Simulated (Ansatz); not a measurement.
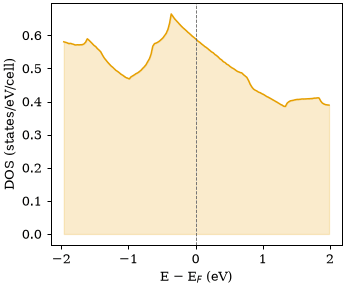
*Density of states of AgZn (P-6m2) near the Fermi level, Ansatz (a program for electronic structure) with PBEsol, rigid bands.*

Problem. With 2 atoms a cell, what bare Sommerfeld coefficient γ = (π²/3) k_B² N(E_F) follows?

Solution. N(E_F) ≈ 0.59 states/eV a cell at 300 K, so γ ≈ 0.69 mJ/(mol of atoms·K²), before many-body enhancement (phonons, spin fluctuations, correlation).

Problem. How far does the Fermi level move in a rigid band for 0.1 electron a cell added or removed?

Solution. 174 meV and -166 meV.

A metal at this level (no band gap); rigid bands, thermally averaged at 300 K, both spins. Spin-orbit coupling is left out. Geometry: cell and atoms relaxed with PBEsol.

Computed structure with no diffraction record at hand here (it may be known, metastable or hypothetical): AgZn (P-6m2).
